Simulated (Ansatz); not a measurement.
# SiCl3 (SMILES Cl[Si](Cl)Cl): UB2PLYP/aug-cc-pVDZ

Aim: the vertical ionisation energy of SiCl3 at UB2PLYP/aug-cc-pVDZ, from 2 runs. 

The results are computed with Ansatz 0.2.0.

25 further runs of the same task are left out: 2 that didn't finish, 23 set aside as unsound or not needed.

**1. The structure to begin with**

The species is SiCl3 (4 atoms), meant as a doublet with charge 0. As SMILES, `Cl[Si](Cl)Cl`. The shape is that of a PBE0-D4/def2-TZVP optimisation.

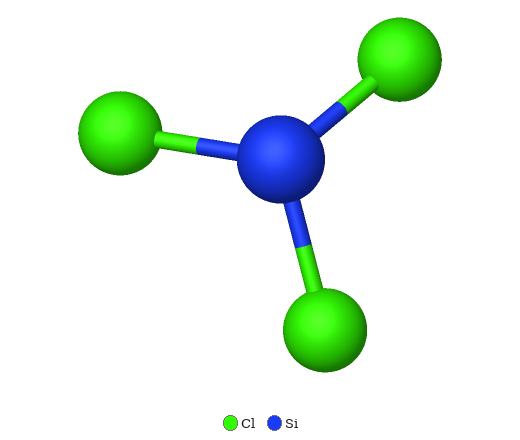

The structure, seen from a chosen angle (chlorine green, silicon blue).

**2. A single-point energy at UB2PLYP/aug-cc-pVDZ**

run.yaml reads:

```yaml
crystal:
  periodic: [false, false, false]
  atoms:
    - {symbol: Cl, position_ang: [-1.524800, -0.591600, 1.030100]}
    - {symbol: Si, position_ang: [0.116100, 0.389400, 0.310600]}
    - {symbol: Cl, position_ang: [1.694700, -0.903800, 0.219000]}
    - {symbol: Cl, position_ang: [-0.286000, 1.105900, -1.559700]}
basis:
  gaussian:
    orbitals: aug-cc-pVDZ
correlation:
  frozen_orbitals: {Cl: 5, Si: 5}
magnetization:
  spin_polarized: true
  initial_magnetization: 1
accuracy: high
output: {orbitals: {seedname: orbitals}}
hamiltonian:
  xc: {name: B2PLYP}
```

Launch:

```console
$ ansatz run run.yaml --threads 1 --pin off --max-ram 3480MiB --events-out events.jsonl --progress --plain --runs-dir runs
```

Output:

```text
Warning: RAYON_NUM_THREADS=1 ignored (pool sized by the plan → 1); use --threads N
Functional definition: B2PLYP
  name "B2PLYP"
  parameter a = 0.53
  parameter c = 0.27
  exchange = (1 - a)*b88_x + a*exact_x
  correlation = (1 - c)*lyp_c + c*(mp2_os + mp2_ss)
2178 factors; integrals over basis functions are off by at most 3.2e-9 eV
mean field evaluation 1: about -45428.0469 eV, gradient 1.1e1 eV
mean field evaluation 2: about -45428.2800 eV, gradient 1.1e1 eV
mean field evaluation 4: about -45429.1876 eV, gradient 1.5e0 eV
mean field evaluation 8: about -45429.2211 eV, gradient 1.3e-1 eV
mean field evaluation 16: about -45429.2215 eV, gradient 1.5e-4 eV
mean field -45429.22152050 eV, -1669.4930978461 hartree, gradient 3.3e-8 eV, S^2 0.753274; 0 other end points of the search recorded, 0 dependent functions left out
20 core orbitals not correlated: weight in the atoms' cores, before any rotation towards them, 1.000 or more for the frozen orbitals, at most 0.000 for the correlated occupied ones
reference -45429.22154337 eV, -1669.4930986864 hartree; 13, 12 occupied and 75, 76 virtual orbitals, 2178 factors
second order -17.19004171 eV of doubles, -0.00000000 eV of singles
Total energy: -45433.86285463 eV, -1669.6636637292 hartree
```

Wall time 32 s (1 thread of Arm Neoverse V2, shared host); peak memory 0.61 GiB.

**3. The singlet cation at the same level**

in.yaml reads:

```yaml
crystal:
  periodic: [false, false, false]
  atoms:
    - {symbol: Cl, position_ang: [-1.524800, -0.591600, 1.030100]}
    - {symbol: Si, position_ang: [0.116100, 0.389400, 0.310600]}
    - {symbol: Cl, position_ang: [1.694700, -0.903800, 0.219000]}
    - {symbol: Cl, position_ang: [-0.286000, 1.105900, -1.559700]}
basis:
  gaussian: {orbitals: aug-cc-pVDZ}
total_charge: 1
magnetization: {spin_polarized: false}
hamiltonian: {xc: {name: B2PLYP}}
correlation: {frozen_orbitals: {Cl: 5, Si: 5}}
accuracy: high
output: {orbitals: {seedname: orbitals}}
```

Launch:

```console
$ ansatz run in.yaml --threads 1 --pin off --max-ram 3480MiB --events-out events.jsonl --progress --plain --runs-dir runs
```

Output:

```text
Warning: RAYON_NUM_THREADS=1 ignored (pool sized by the plan → 1); use --threads N
[... 6 set-up lines as earlier in the session ...]
2178 factors; integrals over basis functions are off by at most 3.2e-9 eV
mean field evaluation 1: about -45417.3541 eV, gradient 2.8e1 eV
mean field evaluation 2: about -45417.6511 eV, gradient 2.8e1 eV
mean field evaluation 4: about -45419.9798 eV, gradient 3.5e0 eV
mean field evaluation 8: about -45420.0234 eV, gradient 1.7e-1 eV
mean field evaluation 16: about -45420.0235 eV, gradient 4.4e-5 eV
mean field -45420.02350014 eV, -1669.1550768326 hartree, gradient 6.8e-8 eV, S^2 0.000000; 0 other end points of the search recorded, 0 dependent functions left out
20 core orbitals not correlated: weight in the atoms' cores, before any rotation towards them, 1.000 or more for the frozen orbitals, at most 0.000 for the correlated occupied ones
reference -45420.02352713 eV, -1669.1550778243 hartree; 12, 12 occupied and 76, 76 virtual orbitals, 2178 factors
second order -17.59274855 eV of doubles, -0.00000000 eV of singles
Total energy: -45424.77356924 eV, -1669.3296386521 hartree
```

Wall time 21 s (1 thread of Arm Neoverse V2, shared host); peak memory 0.41 GiB.

**4. Outcome**

At UB2PLYP/aug-cc-pVDZ, 20 core orbitals frozen:

| quantity | value |
| --- | --- |
| doublet SiCl3: total energy | -1669.66366 Eh |
| doublet SiCl3: HOMO energy (SCF part's orbitals) (highest over α and β) | -8.20 eV |
| doublet SiCl3: LUMO energy (SCF part's orbitals) (lowest over α and β) | -2.36 eV |
| doublet SiCl3: ⟨S²⟩ | 0.753 |
| singlet cation: total energy | -1669.32964 Eh |
| singlet cation: HOMO energy (SCF part's orbitals) | -16.34 eV |
| singlet cation: LUMO energy (SCF part's orbitals) | -10.07 eV |
| singlet cation: HOMO–LUMO gap (SCF part's orbitals) | 6.28 eV |
| vertical ionisation energy (to the singlet cation) | 9.089 eV |

In words: Removing an electron at fixed nuclei costs 9.09 eV (877 kJ/mol). Only the singlet of the ionised species was computed; a triplet could lie lower.
